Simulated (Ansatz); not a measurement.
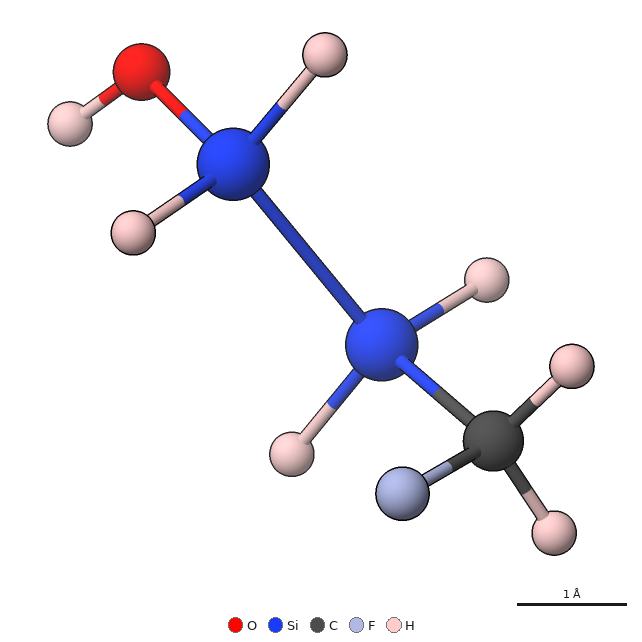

A ball-and-stick model of a molecule. Every bond is drawn as one stick, whatever its order.

The computed structure is the end point of a PBE0-D4/def2-TZVP optimisation. No frequency run is at hand to confirm it as a minimum.

What is the molecular formula?

CH7FOSi2, 12 atoms: 1 carbon, 7 hydrogen, 1 fluorine, 1 oxygen and 2 silicon.

Name functional groups in it.

Among them: C–F bond, Si–H bond, Si–O bond.

Write the SMILES.

O[SiH2][SiH2]CF

The parts below concern this one geometry. Atoms keep their numbers from picture to picture.

### Shape

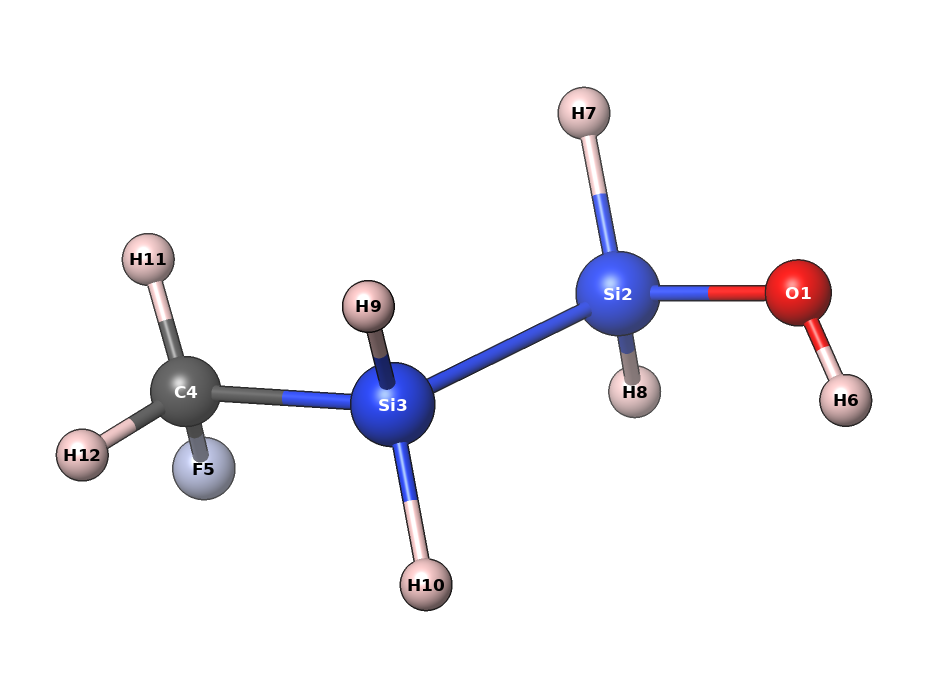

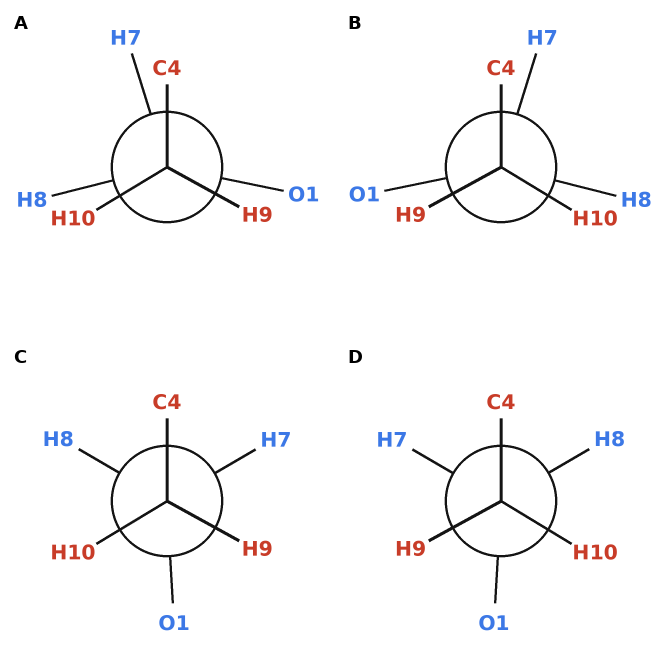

Distant atoms are faded towards the background colour. Bonds that would overlap in a projection are set slightly apart. No frequency run is at hand to confirm it as a minimum.

Which Newman projection shows the view along Si3–Si2, with Si3 in front?

C. The torsion angle C4–Si3–Si2–O1 is 177°, antiperiplanar (anti).

### Charges

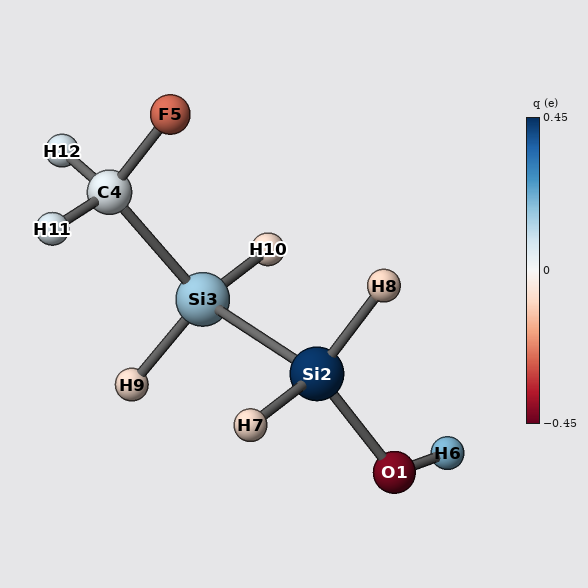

Atoms are coloured by their Mulliken charges. No frequency run is at hand to confirm it as a minimum. Properties computed with RKS r2SCAN-D4/def2-TZVPP (Ansatz 0.2.0).

Which atom carries the highest charge (most positive or least negative)?

Si2 (0.44 e).

And the lowest?

O1 (−0.41 e).

List the Mulliken charges.

| atom | value (e) |
| --- | --- |
| O1 | −0.41 |
| Si2 | 0.44 |
| Si3 | 0.16 |
| C4 | 0.04 |
| F5 | −0.25 |
| H6 | 0.20 |
| H7 | −0.08 |
| H8 | −0.09 |
| H9 | −0.07 |
| H10 | −0.07 |
| H11 | 0.07 |
| H12 | 0.07 |

### Dipole moment

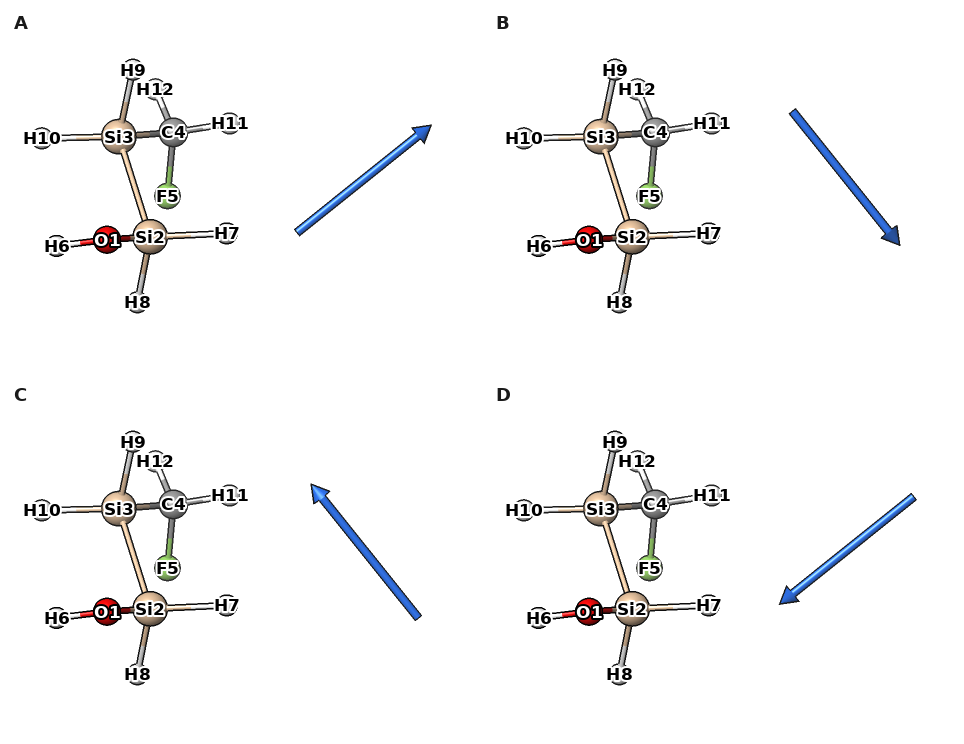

The same molecule four times, each with an arrow. No frequency run is at hand to confirm it as a minimum. Level of theory: RKS PBE0-D4/def2-TZVP (Ansatz 0.2.0).

Which arrow points along the dipole moment, from the negative to the positive end?

C. The dipole moment is 1.38 D; it points from the side of H7, H8 to the side of H9, H10 (the outermost atoms at the two ends).

### Electronic properties

No frequency run is at hand to confirm it as a minimum. Method: RKS PBE0-D4/def2-TZVPP (Ansatz 0.2.0).

Computed properties:

- HOMO energy (Kohn–Sham orbital): −7.77 eV
- LUMO energy (Kohn–Sham orbital): −0.65 eV
- HOMO–LUMO gap: 7.11 eV
- dispersion correction: −20.0 kJ/mol

Mulliken values depend strongly on the basis set and can even reverse the polarity of a bond.
